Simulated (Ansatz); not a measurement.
# SnF2 (SMILES [F][Sn][F]): CAM-B3LYP/STO-3G

What is the electronic atomisation energy of SnF2 at CAM-B3LYP/STO-3G? 

The calculation is run with Ansatz 0.2.0.

54 further runs of the same task are left out: 21 that didn't finish, 33 set aside as unsound or not needed.

## Step 1: Starting point

SnF2 has 3 atoms, charge 0, and is taken as a singlet. SMILES: `[F][Sn][F]`. The shape comes from GFN2-xTB, which is rough for such elements, and wasn't checked as a minimum.

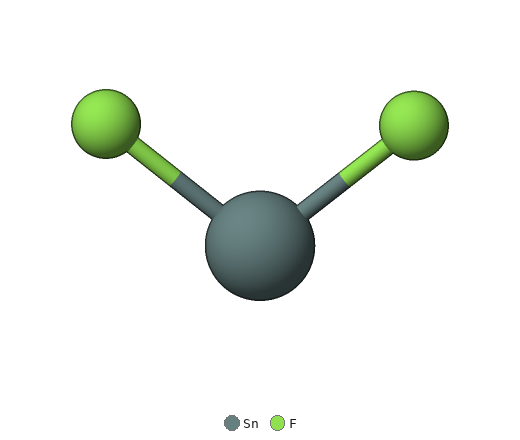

The structure, seen from a chosen angle (tin teal, fluorine green).

## Step 2: The energy at CAM-B3LYP/STO-3G

Contents of molecule.yaml:

```yaml
crystal:
  periodic: [false, false, false]
  atoms:
    - symbol: Sn
      position_ang: [0.005290, -0.007560, -0.865150]
    - symbol: F
      position_ang: [1.618310, -0.021230, 0.443060]
    - symbol: F
      position_ang: [-1.623610, 0.028790, 0.422090]
basis:
  gaussian:
    orbitals: STO-3G
hamiltonian:
  xc: {name: CAM-B3LYP}
accuracy: high
```

The run is started by

```
$ ansatz run molecule.yaml --threads 1 --pin off --max-ram 2610MiB --events-out events.jsonl --progress --plain --runs-dir runs
```

Output:

```text
Warning: RAYON_NUM_THREADS=1 ignored (pool sized by the plan → 1); use --threads N
Functional definition: CAM-B3LYP
  name "CAM-B3LYP"
  parameter alpha = 0.19
  parameter beta = 0.46
  parameter omega = 0.33/bohr
  parameter ac = 0.81
  exchange = (1 - alpha - beta)*b88_x + beta*b88_x_sr(omega) + alpha*exact_x + beta*exact_x_lr(omega)
  correlation = (1 - ac)*vwn5_c + ac*lyp_c
675 factors; integrals over basis functions are off by at most 4.9e-9 eV
161 factors; integrals over basis functions are off by at most 9.0e-10 eV
mean field evaluation 1: about -167677.1357 eV, gradient 2.5e1 eV
mean field evaluation 2: about -167666.4852 eV, gradient 6.3e1 eV
mean field evaluation 4: about -167681.3171 eV, gradient 2.4e-1 eV
mean field evaluation 8: about -167681.2845 eV, gradient 1.0e-1 eV
mean field evaluation 16: about -167681.2845 eV, gradient 1.3e-6 eV
mean field -167681.28450567 eV, -6162.1735471266 hartree, gradient 3.8e-8 eV, S^2 0.000000; 0 other end points of the search recorded, 0 dependent functions left out
reference -167681.28451654 eV, -6162.1735475260 hartree; 34, 34 occupied and 3, 3 virtual orbitals, 675 factors
Total energy: -167681.28451654 eV, -6162.1735475260 hartree
```

It took 2.5 s on 1 thread of Arm Neoverse V1, shared host; peak memory 0.13 GiB.

## Step 3: The F atom at the same level

Contents of input.yaml:

```yaml
crystal:
  periodic: [false, false, false]
  atoms:
    - {symbol: F, position_ang: [0.000000, 0.000000, 0.000000]}
basis:
  gaussian: {orbitals: STO-3G}
magnetization: {spin_polarized: true, initial_magnetization: 1}
hamiltonian: {xc: {name: CAM-B3LYP}}
accuracy: high
```

Run the same way, it converges to -98.23985 Eh (log not shown).

## Step 4: The Sn atom at the same level

Contents of in.yaml:

```yaml
basis:
  gaussian: {orbitals: STO-3G}
crystal:
  periodic: [false, false, false]
  atoms:
    - {symbol: Sn, position_ang: [0.000000, 0.000000, 0.000000]}
magnetization: {spin_polarized: true, initial_magnetization: 2}
hamiltonian: {xc: {name: CAM-B3LYP}}
accuracy: high
```

Run the same way, it converges to -5965.37129 Eh (log not shown).

## Step 5: What came out

Level: CAM-B3LYP/STO-3G.

```
                     quantity           value
       molecule: total energy  -6162.17355 Eh
         F atom: total energy    -98.23985 Eh
                 F atom: ⟨S²⟩           0.750
        Sn atom: total energy  -5965.37129 Eh
                Sn atom: ⟨S²⟩           2.000
electronic atomisation energy        8.777 eV
```

In words: Taking the molecule apart into free atoms costs 8.78 eV (847 kJ/mol), before zero-point energy and without spin-orbit coupling. In a minimal basis such a difference can be off by several eV, whatever the method. Relativity is left out (molecule) although the molecule holds a heavy atom. Relativity is left out (Sn atom) although the molecule holds a heavy atom.
